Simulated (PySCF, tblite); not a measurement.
# C₆H₉FO+ (doublet): geometry, infrared bands and EPR parameters

What infrared bands and EPR parameters should C₆H₉FO+ (doublet) (`C[C](CF)[C+](C)C=O`) show?

The runs use tblite 0.8.0 and PySCF 2.14.0, with density-fitted response routines of our own; the level of theory stands in each step. All values are computed, except where a source is named. Atoms count from 0, in the outputs and in this text.

### 1 The molecule as given

17 atoms, charge 1, multiplicity 2; geometry from: force field or distance geometry start.

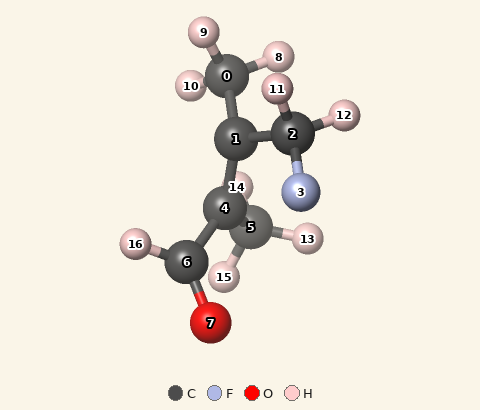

As it starts; carbon dark grey, fluorine light blue, oxygen red, hydrogen pink, atoms numbered; sticks join atoms by distance.

### 2 Geometry optimisation with GFN2-xTB

The job: settings as JSON, then the geometry in Å.

```
{"job": {"kind": "relax", "xc": "GFN2-xTB", "basis": "xTB"}, "charge": 1, "multiplicity": 2}
C     -1.349800    -0.774100     0.989700
C     -0.681200     0.265200     0.154400
C     -1.372000     0.636100    -1.086200
F     -0.739800     1.604000    -1.854700
C      0.781400     0.206300     0.123100
C      1.561700    -1.053200     0.014900
C      1.500700     1.506800     0.165400
O      2.369300     1.812500    -0.676200
H     -1.707000    -1.613800     0.369700
H     -2.274100    -0.278600     1.436500
H     -0.724700    -1.148400     1.809300
H     -2.363100     1.114300    -0.783600
H     -1.683900    -0.242400    -1.697500
H      1.578900    -1.486700    -0.988200
H      1.234900    -1.810600     0.734000
H      2.649300    -0.876200     0.279900
H      1.212500     2.150900     0.999700
```

Command:

```sh
OMP_NUM_THREADS=1 python probes_run.py task.json out
```

One launch serves the whole session: the jobs run in the order shown.

The program printed:

```text
step      E/eV     max force
  0    -697.60408    4.178
  1    -697.98690    5.142
  2    -698.20845    1.697
  3    -698.30184    0.997
  4    -698.38141    0.544
  5    -698.39508    0.478
  6    -698.43193    0.288
  7    -698.44609    0.279
  8    -698.46693    0.282
  9    -698.48370    0.292
 10    -698.50426    0.365
 11    -698.52188    0.376
 12    -698.53749    0.303
 13    -698.55228    0.292
 14    -698.57066    0.386
 15    -698.59319    0.529
 16    -698.61732    0.489
 17    -698.64154    0.446
 18    -698.66481    0.439
 19    -698.68897    0.407
 20    -698.71577    0.406
 21    -698.74057    0.351
 22    -698.76013    0.325
 23    -698.77760    0.315
 24    -698.79521    0.367
 25    -698.80753    0.288
 26    -698.81704    0.344
 27    -698.82404    0.244
 28    -698.83041    0.180
 29    -698.83474    0.224
 30    -698.84298    0.319
 31    -698.85054    0.365
 32    -698.86005    0.313
 33    -698.87075    0.249
 34    -698.88163    0.250
 35    -698.88962    0.215
 36    -698.89507    0.163
 37    -698.89845    0.140
 38    -698.90133    0.185
 39    -698.90453    0.169
 40    -698.90779    0.129
 41    -698.91134    0.144
 42    -698.91533    0.179
 43    -698.91979    0.216
 44    -698.92393    0.160
 45    -698.92891    0.192
 46    -698.93635    0.309
 47    -698.95084    1.158
 48    -698.96608    0.584
 49    -698.97777    0.574
 50    -698.99977    0.495
 51    -699.01955    0.394
 52    -699.03675    0.246
 53    -699.04369    0.249
 54    -699.05307    0.235
 55    -699.05709    0.156
 56    -699.06093    0.143
 57    -699.06551    0.176
 58    -699.07046    0.235
 59    -699.07683    0.262
 60    -699.08452    0.196
 61    -699.09234    0.177
 62    -699.09878    0.197
 63    -699.10389    0.203
 64    -699.10798    0.137
 65    -699.11181    0.125
 66    -699.11460    0.121
 67    -699.11713    0.114
 68    -699.11926    0.118
 69    -699.12145    0.152
 70    -699.12395    0.185
 71    -699.12723    0.231
 72    -699.13123    0.172
 73    -699.13594    0.155
 74    -699.13939    0.338
 75    -699.14395    0.197
 76    -699.14772    0.167
 77    -699.15238    0.230
 78    -699.15489    0.142
 79    -699.15800    0.243
 80    -699.15909    0.258
 81    -699.16086    0.107
 82    -699.16174    0.173
 83    -699.16287    0.192
 84    -699.16404    0.195
 85    -699.16522    0.162
 86    -699.16629    0.120
 87    -699.16724    0.097
 88    -699.16807    0.106
 89    -699.16838    0.209
 90    -699.16929    0.077
 91    -699.16980    0.069
 92    -699.17039    0.049
 93    -699.17081    0.050
 94    -699.17132    0.074
 95    -699.17171    0.048
 96    -699.17199    0.056
 97    -699.17225    0.059
 98    -699.17267    0.066
 99    -699.17327    0.070
100    -699.17391    0.062
101    -699.17440    0.158
102    -699.17492    0.105
103    -699.17552    0.064
104    -699.17650    0.056
105    -699.17722    0.061
106    -699.17811    0.074
107    -699.17865    0.061
108    -699.17911    0.062
109    -699.17953    0.062
110    -699.18001    0.098
111    -699.18061    0.067
112    -699.18116    0.077
113    -699.18154    0.052
114    -699.18180    0.040
115    -699.18207    0.043
116    -699.18238    0.034
117    -699.18272    0.033
118    -699.18300    0.052
119    -699.18320    0.050
120    -699.18334    0.034
121    -699.18346    0.027
122    -699.18356    0.025
123    -699.18366    0.034
124    -699.18375    0.032
125    -699.18385    0.025
126    -699.18396    0.025
127    -699.18407    0.031
128    -699.18419    0.034
129    -699.18437    0.037
130    -699.18460    0.039
131    -699.18486    0.036
132    -699.18510    0.035
133    -699.18532    0.041
134    -699.18548    0.049
135    -699.18571    0.039
136    -699.18593    0.036
137    -699.18620    0.032
138    -699.18639    0.032
139    -699.18670    0.044
140    -699.18698    0.042
141    -699.18718    0.035
142    -699.18725    0.060
143    -699.18747    0.033
144    -699.18762    0.034
145    -699.18780    0.024
146    -699.18792    0.023
147    -699.18803    0.029
148    -699.18811    0.048
149    -699.18821    0.058
150    -699.18830    0.061
151    -699.18852    0.064
152    -699.18889    0.042
153    -699.18923    0.047
154    -699.18941    0.050
155    -699.18955    0.015
156    -699.18960    0.025
157    -699.18964    0.015
158    -699.18967    0.020
159    -699.18970    0.024
160    -699.18976    0.032
161    -699.18985    0.030
162    -699.18998    0.035
163    -699.19012    0.037
164    -699.19025    0.028
165    -699.19032    0.021
166    -699.19036    0.016
167    -699.19040    0.020
168    -699.19044    0.019
169    -699.19049    0.022
170    -699.19059    0.032
171    -699.19075    0.036
172    -699.19094    0.050
173    -699.19117    0.068
174    -699.19147    0.067
175    -699.19175    0.057
176    -699.19209    0.052
177    -699.19240    0.040
178    -699.19244    0.105
179    -699.19282    0.044
180    -699.19300    0.040
181    -699.19330    0.042
182    -699.19347    0.057
183    -699.19371    0.051
184    -699.19399    0.038
185    -699.19425    0.047
186    -699.19438    0.043
187    -699.19429    0.103
188    -699.19463    0.016
189    -699.19470    0.011
190    -699.19475    0.071
191    -699.19486    0.015
192    -699.19491    0.013
193    -699.19498    0.032
194    -699.19501    0.014
195    -699.19503    0.011
196    -699.19506    0.018
197    -699.19508    0.009
```

It took 3.7 s on 1 thread of Intel Xeon at 2.50GHz, shared host.

The steps of the relaxation: (not every step is listed)

```tsv
step	energy from step 0 (eV)	largest force (eV/Å)
0	0.0000	4.1784
1	-0.3828	5.1425
2	-0.6044	1.6967
3	-0.6978	0.9966
4	-0.7773	0.5441
5	-0.7910	0.4775
6	-0.8279	0.2879
7	-0.8420	0.2790
8	-0.8629	0.2820
26	-1.2130	0.3442
44	-1.3199	0.1605
62	-1.4947	0.1968
80	-1.5550	0.2584
98	-1.5686	0.0659
116	-1.5783	0.0343
134	-1.5814	0.0493
152	-1.5848	0.0421
170	-1.5865	0.0317
188	-1.5906	0.0162
192	-1.5908	0.0126
193	-1.5909	0.0318
194	-1.5909	0.0136
195	-1.5910	0.0107
196	-1.5910	0.0184
197	-1.5910	0.0086
```

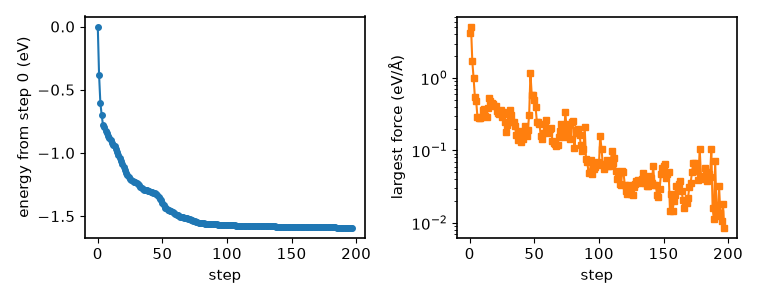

Energy and force, step by step.

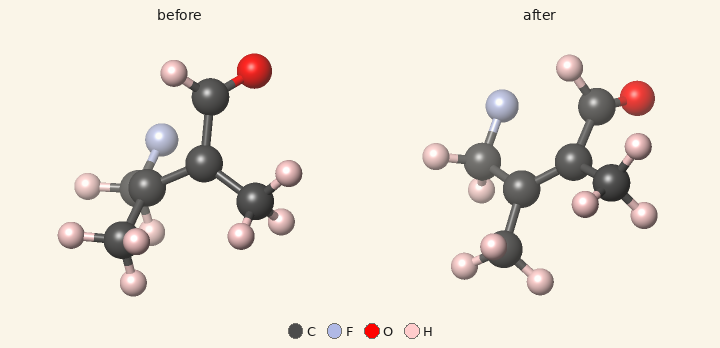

Before and after, at one scale.

Distances of close pairs at the start and the end, largest changes first:

```tsv
bond	before (Å)	after (Å)	change (Å)
C1–C4	1.464	1.368	-0.096
C6–O7	1.247	1.177	-0.071
C0–H9	1.140	1.086	-0.054
C5–H15	1.133	1.090	-0.044
C2–H11	1.141	1.100	-0.042
C6–H16	1.093	1.127	+0.035
C2–F3	1.388	1.363	-0.025
C1–C2	1.468	1.488	+0.020
```

The end geometry stands in the next job.

### 3 Harmonic vibrations with GFN2-xTB

The job: settings as JSON, then the geometry in Å.

```
{"job": {"kind": "ir", "xc": "GFN2-xTB", "basis": "xTB"}, "charge": 1, "multiplicity": 2}
C     -1.331874    -1.174667     0.531823
C     -0.631155     0.018631     0.009638
C     -1.486834     1.108765    -0.531182
F     -0.753602     2.168191    -0.975970
C      0.734573     0.074575    -0.047322
C      1.655237    -0.889217     0.592556
C      1.435112     1.166130    -0.776399
O      2.002623     1.191073    -1.806999
H     -0.977552    -2.091047     0.057959
H     -2.406590    -1.100242     0.393424
H     -1.117722    -1.287327     1.598354
H     -2.185075     1.484637     0.230676
H     -2.080330     0.743122    -1.383797
H      1.832661    -1.710091    -0.112511
H      1.250246    -1.298897     1.514491
H      2.634695    -0.453139     0.786954
H      1.418588     2.061534    -0.091607
```

The program printed:

```text
mode    cm-1     km/mol
  1      53.5      1.86
  2      66.6      2.63
  3      93.8      3.50
  4     106.3      1.18
  5     158.5     17.27
  6     228.8      6.23
  7     235.3     12.00
  8     281.4      3.64
  9     362.3      9.11
 10     373.9     13.31
 11     433.9      6.74
 12     552.8      7.27
 13     602.7      5.60
 14     724.2      2.67
 15     839.6      2.20
 16     852.8      2.48
 17     895.9      0.29
 18     951.3     26.65
 19     975.9     13.84
 20     986.6     14.77
 21    1068.0     62.62
 22    1117.9     10.64
 23    1153.5      3.63
 24    1163.9     23.61
 25    1174.9     42.39
 26    1204.3     33.75
 27    1281.5     31.36
 28    1342.4     96.32
 29    1350.8    143.30
 30    1358.6    143.57
 31    1369.6     60.24
 32    1389.8     17.80
 33    1426.1     34.77
 34    1443.4      0.95
 35    1507.9    212.54
 36    1861.7    344.16
 37    2537.0     61.75
 38    2867.7     14.82
 39    2900.6     27.27
 40    2930.4     31.61
 41    2960.8     13.99
 42    3006.7     23.37
 43    3026.3     14.80
 44    3049.0      1.59
 45    3070.8      2.44
```

Run time: 1.6 s. Hardware: 1 thread of Intel Xeon at 2.50GHz, shared host.

The strongest bands and the atoms that carry them (share of the mass-weighted mode):

```tsv
cm⁻¹	km/mol	atoms
1068	62.6	C2 48 %, F3 34 %
1342	96.3	H13 26 %, H14 20 %, H15 19 %, C5 10 %
1351	143.3	H8 22 %, H10 19 %, H11 16 %, H12 15 %
1359	143.6	H8 20 %, H11 18 %, H10 18 %, H12 18 %
1370	60.2	H13 42 %, H14 29 %, H15 20 %
1508	212.5	C1 44 %, C4 40 %
1862	344.2	C6 57 %, O7 41 %
2537	61.8	H16 94 %
```

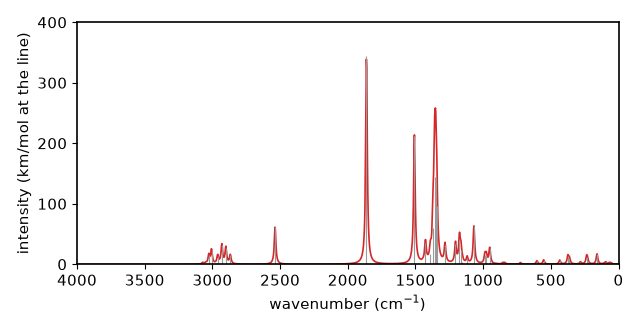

The infrared spectrum from these modes, unscaled. Lines are broadened to a width of 14 cm⁻¹ (Lorentzian).

### 4 EPR parameters: B3LYP/pcH-1

Same as in step 3 but for these lines:

```diff
@@ -1,2 +1,2 @@
-{"job": {"kind": "ir", "xc": "GFN2-xTB", "basis": "xTB"}, "charge": 1, "multiplicity": 2}
+{"job": {"kind": "epr", "basis": "pcH-1"}, "charge": 1, "multiplicity": 2}
 C     -1.331874    -1.174667     0.531823
```

With the program's defaults for keys left out, this is: UKS B3LYP, pcH-1 on C F H O, non-relativistic, mean-field spin-orbit, GIAO.

The program printed:

```text
UKS, coarse grid
  cycle   1  E = -408.59161594  |g| = 6.99e-01
  cycle   2  E = -406.35072794  |g| = 2.08e+00
  cycle   3  E = -408.70696047  |g| = 3.92e-01
  cycle   4  E = -408.78042783  |g| = 1.01e-01
  cycle   5  E = -408.78319970  |g| = 5.47e-02
  cycle   6  E = -408.78426378  |g| = 3.23e-02
  cycle   7  E = -408.78456262  |g| = 2.14e-02
  cycle   8  E = -408.78478719  |g| = 1.04e-02
  cycle   9  E = -408.78484984  |g| = 2.37e-03
  cycle  10  E = -408.78485288  |g| = 1.29e-03
  cycle  11  E = -408.78485410  |g| = 5.73e-04
UKS, final grid
  cycle   1  E = -408.78489262  |g| = 1.55e-03
  cycle   2  E = -408.78488218  |g| = 5.26e-03
  cycle   3  E = -408.78489371  |g| = 1.97e-04
  cycle   4  E = -408.78489373  |g| = 1.19e-04
  cycle   5  E = -408.78489375  |g| = 8.41e-05
  cycle   6  E = -408.78489375  |g| = 1.50e-05
E = -408.78489375 Eh   <S^2> = 0.7538 (exact 0.7500)
g shifts (ppm)      1          2          3
  rmc          -184       -184       -184
  gc              6         24         15
  oz_so         -84        495       2499
  total        -262        336       2329
hyperfine (MHz)  atom isotope    a_iso     a_fc   dipolar eigenvalues
    0   13C      -2.40      -2.40     -3.76     -2.82      6.58
    1   13C       7.46       7.46    -22.97    -19.96     42.93
    2   13C      -7.57      -7.57     -2.75     -1.82      4.57
    3   19F       8.84       8.84    -22.16    -15.20     37.36
    4   13C      37.17      37.17    -36.86    -31.82     68.68
    5   13C      -7.63      -7.63     -4.09     -3.18      7.28
    6   13C     -51.02     -51.02    -10.86      0.14     10.72
    7   17O     -16.06     -16.06    -66.64     30.32     36.32
    8    1H      39.75      39.75     -4.02     -2.19      6.21
    9    1H      -0.24      -0.24     -2.88     -0.97      3.85
   10    1H      59.96      59.96     -3.87      0.43      3.44
   11    1H      36.15      36.15     -3.14     -2.54      5.68
   12    1H      77.71      77.71     -3.09     -1.51      4.61
   13    1H      99.42      99.42     -4.14     -0.51      4.65
   14    1H      -1.75      -1.75     -3.14     -2.08      5.22
   15    1H      26.36      26.36     -3.45     -2.48      5.94
   16    1H     329.34     329.34     -7.23     -3.46     10.69
```

It took 3.4 min on 1 thread of Intel Xeon at 2.50GHz, shared host; peak memory 0.98 GiB.

Principal g values 2.00206, 2.00265, 2.00465; g(iso) = 2.00312, against 2.00232 for a free electron.

Hyperfine couplings; where a row names several nuclei, a(iso) is their mean (it holds for fast rotation or exchange) and the dipolar term the largest among them:

```tsv
nuclei	isotope	a(iso) (MHz)	a(iso) (G, at g = 2.0023)	largest dipolar term (MHz)
H16	1H	329.3	117.5	10.7
H11, H12	1H	56.9	20.3	5.7
C6	13C	-51.0	-18.2	-10.9
H13, H14, H15	1H	41.3	14.8	5.9
C4	13C	37.2	13.3	68.7
H8, H9, H10	1H	33.2	11.8	6.2
O7	17O	-16.1	-5.7	-66.6
F3	19F	8.8	3.2	37.4
C5	13C	-7.6	-2.7	7.3
C2	13C	-7.6	-2.7	4.6
C1	13C	7.5	2.7	42.9
C0	13C	-2.4	-0.9	6.6
```

Mulliken spin populations:

C0 0.00; C1 0.23; C2 -0.01; F3 0.01; C4 0.33; C5 0.00; C6 -0.03; O7 0.21; H8 0.01; H9 0.00; H10 0.02; H11 0.01; H12 0.03; H13 0.04; H14 0.00; H15 0.01; H16 0.13

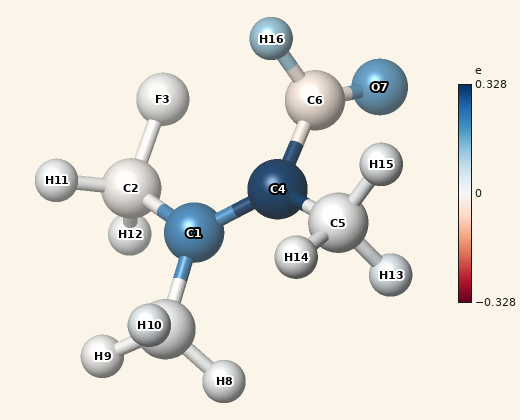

Mulliken spin populations, as colours on the atoms.

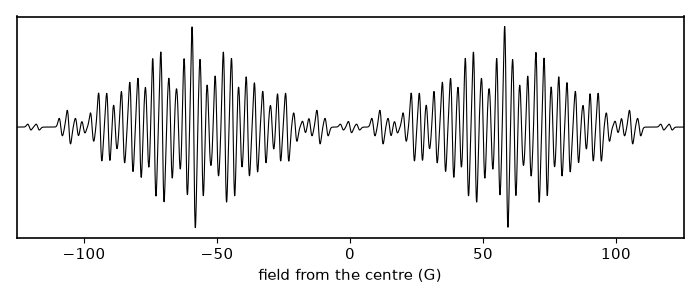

First-order isotropic spectrum (first derivative, main isotopes with spin only, couplings over 0.8 MHz, Gaussian width 0.6 G; couplings of the frozen geometry, rotation of groups not averaged beyond the rows shown).

Orbitals, density, ELF and potential are computed afterwards from the orbital file.

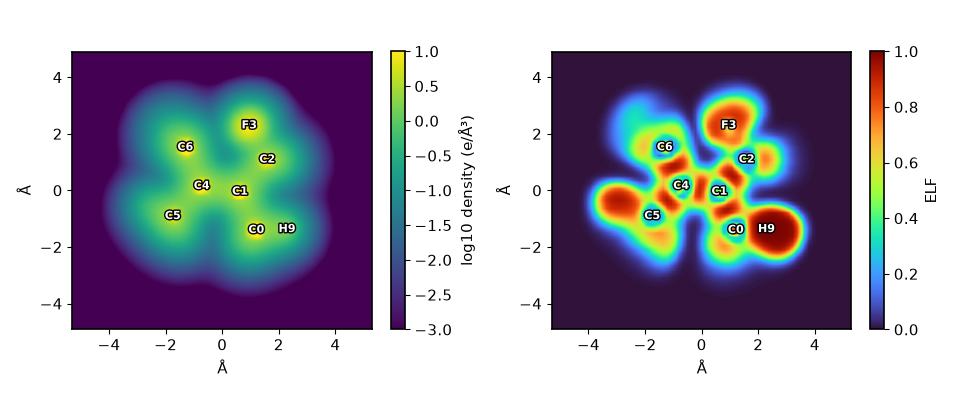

Density (left) and ELF (right) in a plane through or near 8 of the atoms.

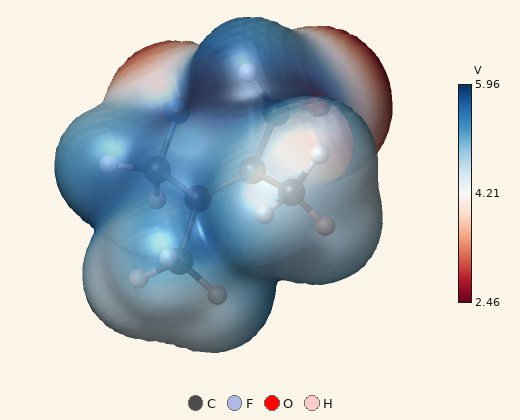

The potential that a unit positive charge feels on the 0.002 e/bohr³ surface, from the 1st to the 99th percentile, from 2.46 V near O7 to 5.96 V near H16.

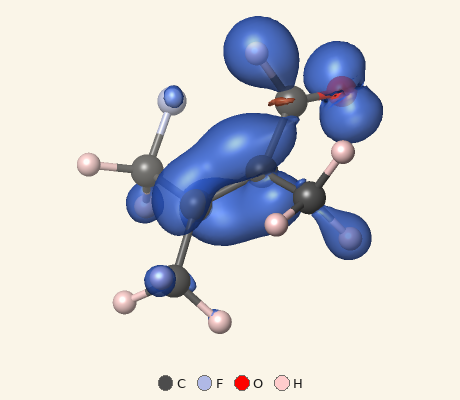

Spin density at ±0.03 e/Å³ (alpha excess blue, beta excess red).

### 5 Outcome

| quantity | value |
| --- | --- |
| strongest single infrared mode (GFN2-xTB) | 1862 cm⁻¹, 344 km/mol |
| zero-point energy (GFN2-xTB) | 82.0 kcal/mol |
| g(iso) (B3LYP) | 2.00312 |
| ⟨S²⟩ | 0.754 (exact 0.75) |
| largest a(iso) (averaged by class) | 1H on H16, 329.3 MHz |

In words: The optimisation took 197 steps and gained 1.591 eV; among the close pairs (by a distance rule), C1–C4 changed most, from 1.464 to 1.368 Å. All 45 modes are real, so the xTB geometry is a minimum. The strongest single mode, at 1862 cm⁻¹, moves mainly C6 and O7. Unscaled tight-binding wavenumbers are off by several per cent, some by more. Its intensities can rank the bands wrongly. The largest spin populations lie on C4 (0.33 e), C1 (0.23 e). The isotropic g lies 0.8 ppt above the free-electron value.
